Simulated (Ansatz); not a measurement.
## Profile along the F–Li line in LiF (rock salt)

LiF (rock salt)

```yaml
crystal:
  lattice:
    - [0.00000, 2.00386, 2.00386]
    - [2.00386, 0.00000, 2.00386]
    - [2.00386, 2.00386, 0.00000]
  atoms:
    - { symbol: F, position: [0.00000, 0.00000, 0.00000] }
    - { symbol: Li, position: [0.50000, 0.50000, 0.50000] }
```

Fields along a shortest F–Li line of a {110} plane (2.00 Å), from F to Li, interpolated on the slice's grid (step about 0.2 Å). Computed with PBEsol (plane waves to 420 eV, PAW, scalar-relativistic; Ansatz, a program for electronic structure). k mesh 14×14×14. Near the nuclei the fields are pseudised (PAW); where an atom keeps semicore shells as valence, they peak there. LiF was relaxed with its symmetry unable to fall.

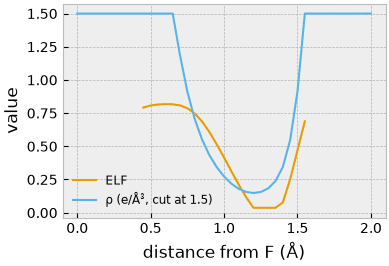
Figure: ELF (away from the nuclei) and valence density from F to Li.

Density on the F–Li line (2.00 Å) at its density minimum, 1.2 Å from F: 0.15 e/Å³. ELF at that point: 0.04. Character of the F–Li contact (rough rule: ELF there above 0.7 covalent, below 0.2 ionic, polar between): closed-shell (ionic).
